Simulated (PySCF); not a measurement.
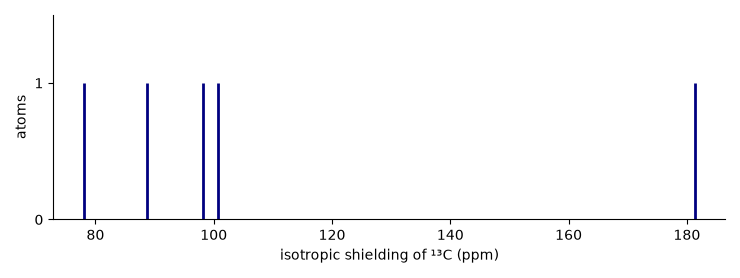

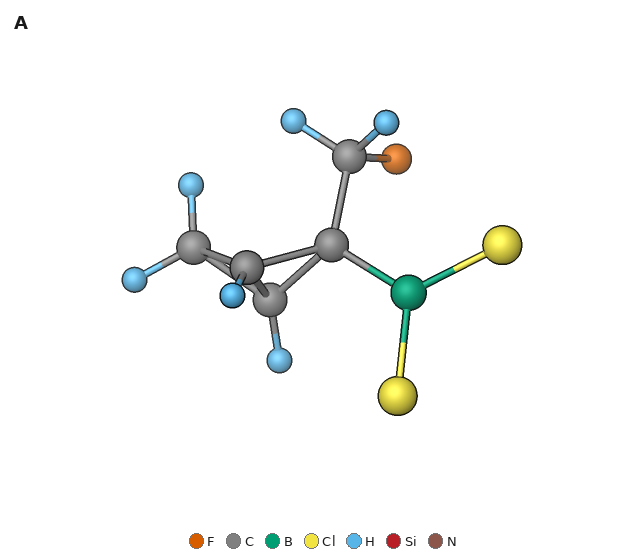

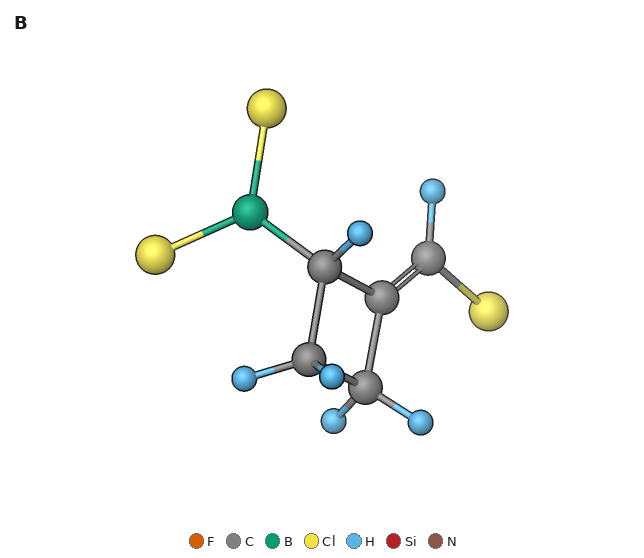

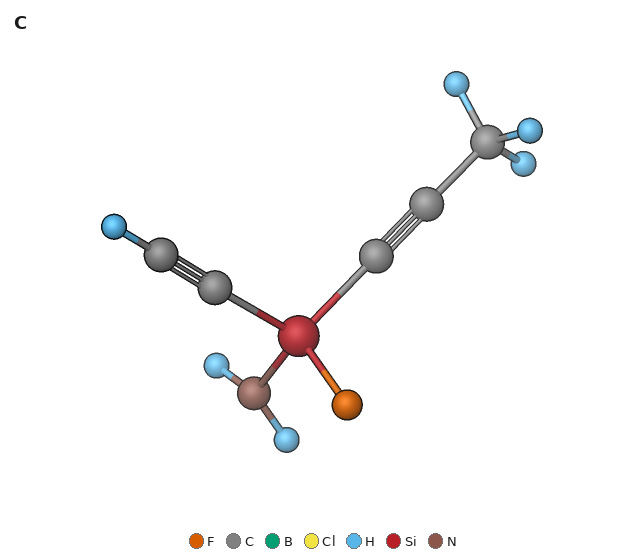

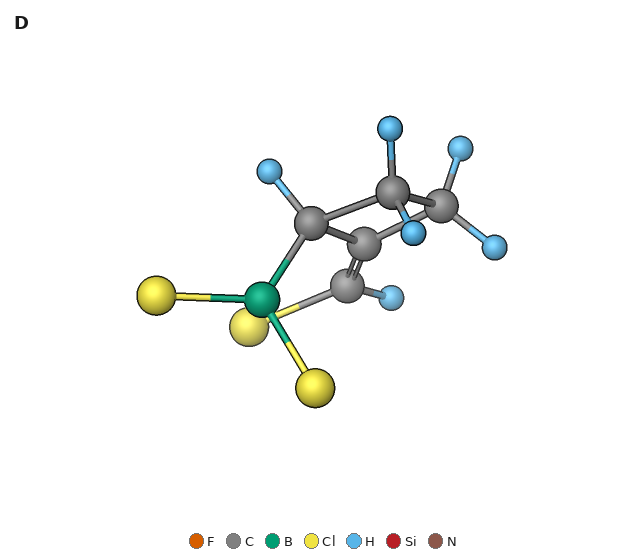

The sticks are computed shieldings of one of the molecules, for one fixed geometry (GFN2-xTB) without averaging over rotations. Low shielding means a high chemical shift. Method: GIAO PBE0/pcSseg-1 NMR shielding, non-relativistic, gas phase (PySCF 2.14.0).

Question: Match the spectrum to a structure.

Answer: C, `C#C[Si@](N)(F)C#CC`. Its 5 C atoms give lines at 78.0, 88.7, 98.1, 100.8, 181.3 ppm.

The geometry is semi-empirical. Around B, Si such bond lengths and angles can be off by a tenth of an ångström or more and by several degrees, and values that hang on the shape move with them.
